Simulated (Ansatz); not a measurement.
```xyz
5

B     0.0000    0.0000    0.0000
H     0.6901    1.0060    0.2197
H     0.7331   -0.9973   -0.0677
H    -0.6061    0.1408   -1.0722
H    -0.8171   -0.1495    0.9202
```

Geometry: PBE0-D4/def2-TZVPD.

Level of theory: Ansatz, RKS PBE0-D4/def2-TZVPPD.

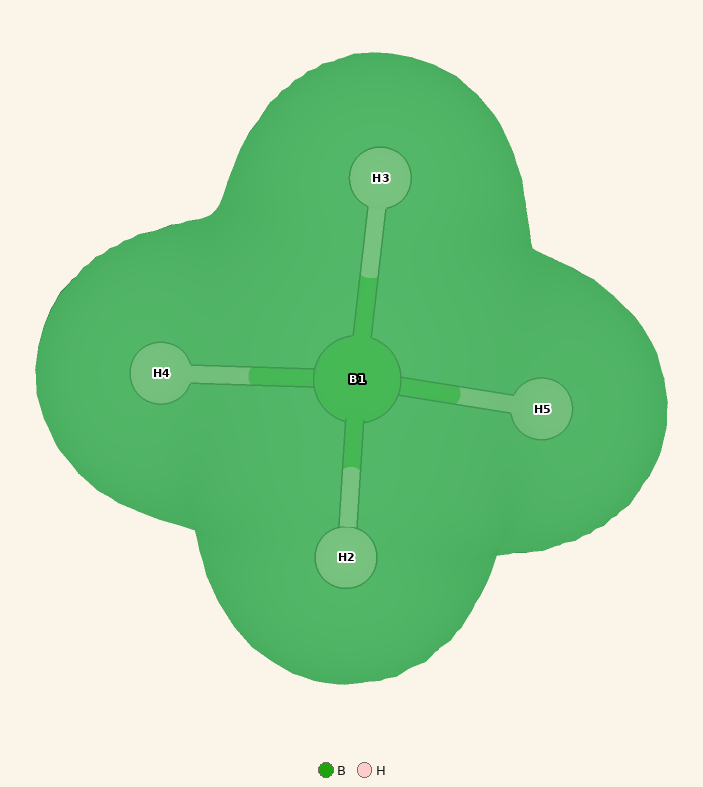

BH₄ (SMILES [BH4-]) (charge −1). Isosurface of the total electron density at 0.2 e/Å³ (green), seen across its widest extent.

Which contacts does the surface bridge?

At this value the surface is in one piece. It bridges the sampled B–H (1.24 Å) contacts, where the density stays above the isovalue. On the grid the lowest density along these lines, outside the cores, is 1 e/Å³ (B–H, 1.24 Å).
